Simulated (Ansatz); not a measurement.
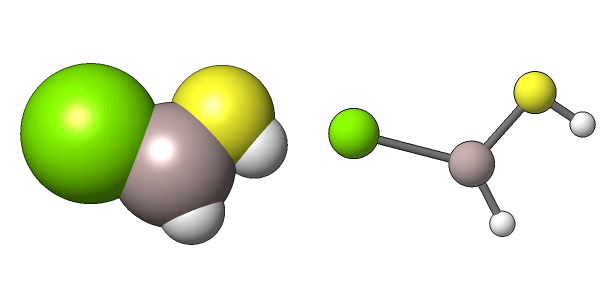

Both panels show the same species. Colours: magnesium green, aluminium light grey, sulfur yellow, hydrogen white.

Charge 0, doublet. Computed geometry: PBE0-D4/def2-TZVP optimisation. No frequency run is at hand to confirm it as a minimum.

What does the picture show?

Formula AlH2MgS. As SMILES it reads `[Mg][AlH][SH]`. The point group is Cs. It is an open-shell species. All atoms lie on one plane. Coordination: 1 Al trigonal planar; 1 S bent.

More results for the same structure follow; atom numbers are the same in all pictures, views and colours differ.

**Shape**

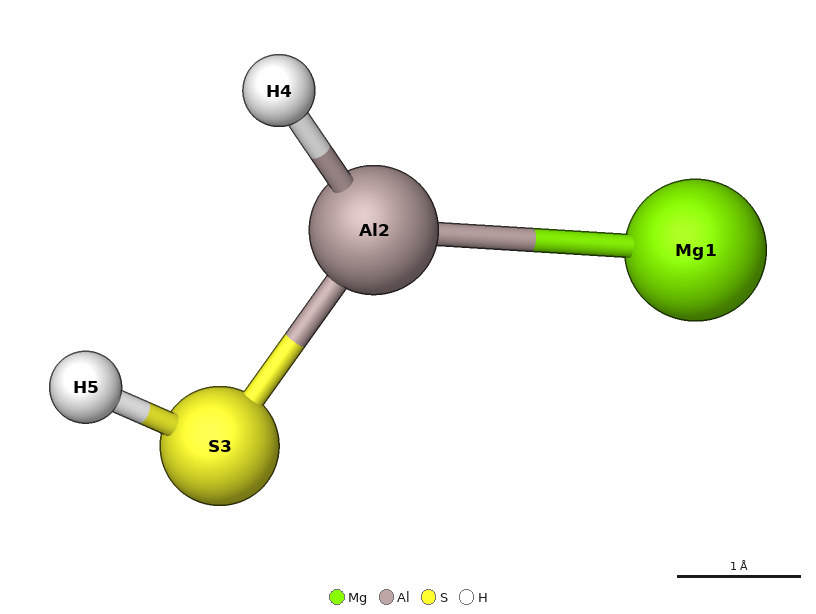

The atoms are numbered. No frequency run is at hand to confirm it as a minimum.

List the bonds and their lengths.

```tsv
bond	length (Å)
Mg1–Al2	2.820
Al2–S3	2.210
Al2–H4	1.602
S3–H5	1.344
```

**Electronic properties**

No frequency run is at hand to confirm it as a minimum. Level of theory: UHF-CCSD(T), frozen core/def2-TZVPP (Ansatz 0.2.0).

Estimate the ⟨S²⟩ of the determinant.

Answer. 0.770.

Give the T1 diagnostic at this level.

Answer. 0.014.

**Dipole moment**

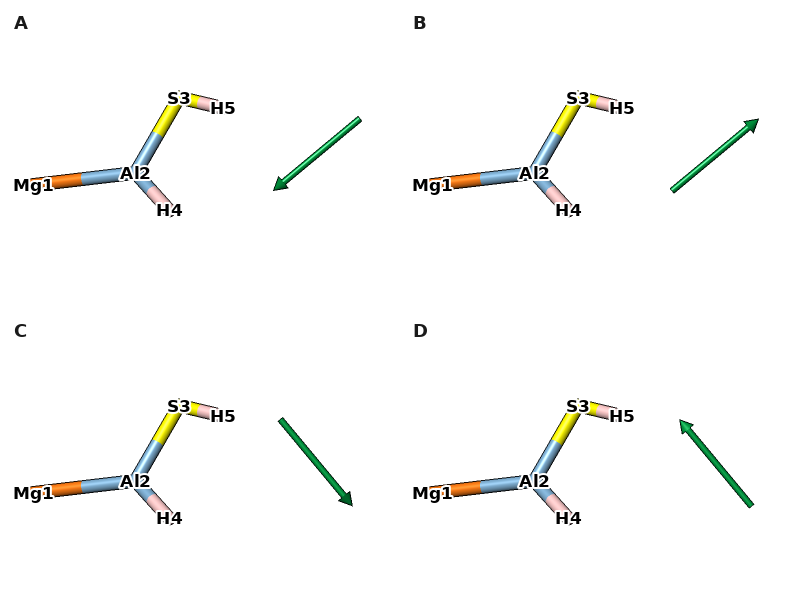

The same molecule four times, each with an arrow. No frequency run is at hand to confirm it as a minimum. Method: UKS PBE0-D4/def2-TZVP (Ansatz 0.2.0).

Which arrow points along the dipole moment, from the negative to the positive end?

Answer. A. The dipole moment is 1.79 D; it points from the side of H5 to the side of Mg1 (the outermost atoms at the two ends).

**Charges**

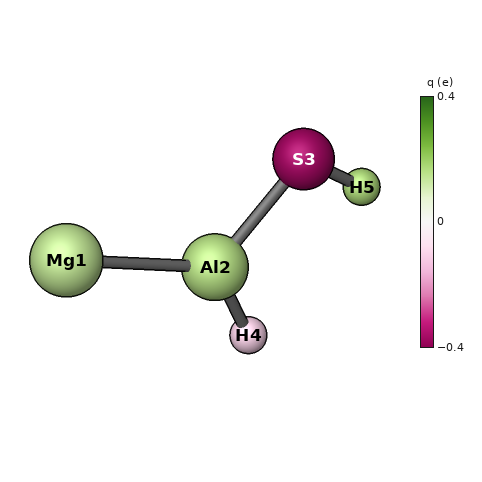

Atoms are coloured by their Mulliken charges. No frequency run is at hand to confirm it as a minimum. Method: UKS PBE0-D4/def2-TZVP (Ansatz 0.2.0).

List the Mulliken charges.

| atom | value (e) |
| --- | --- |
| Mg1 | 0.14 |
| Al2 | 0.16 |
| S3 | −0.37 |
| H4 | −0.10 |
| H5 | 0.17 |

Mulliken values depend strongly on the basis set and can even reverse the polarity of a bond.
